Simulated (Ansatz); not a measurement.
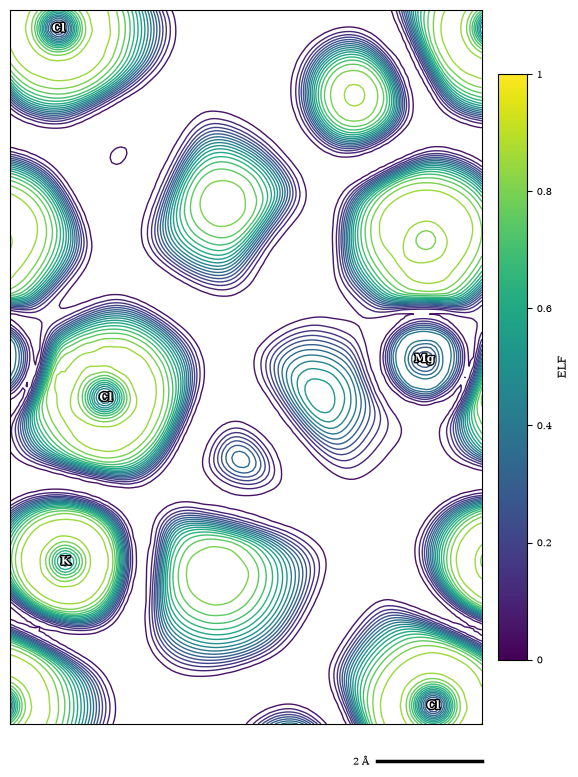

The picture shows: K7NaMgCl10 (amorphous cell). ELF on the (011̄) plane of the calculation cell.

These are results of Ansatz, DFT PBE, scalar-relativistic, plane waves, PAW, not measurements.

Core electrons are frozen (PAW), and the valence fields are smoothed inside the atomic spheres.

> Read the bonding off the picture.

- Atoms in the plane: Mg, Cl and K.
- Atoms just off the plane (Cl, 0.5 Å away and K, 0.8 Å away) can leave unmarked features too.
- The features right at K lie inside the PAW spheres, where the map follows smoothed inner orbitals and isn't to be read closely.

> Does the calculation give a band gap?

It is gapped, with a Kohn–Sham gap of 4.5 eV on the k-point mesh (the band edges may lie off the mesh, which would make the gap smaller).
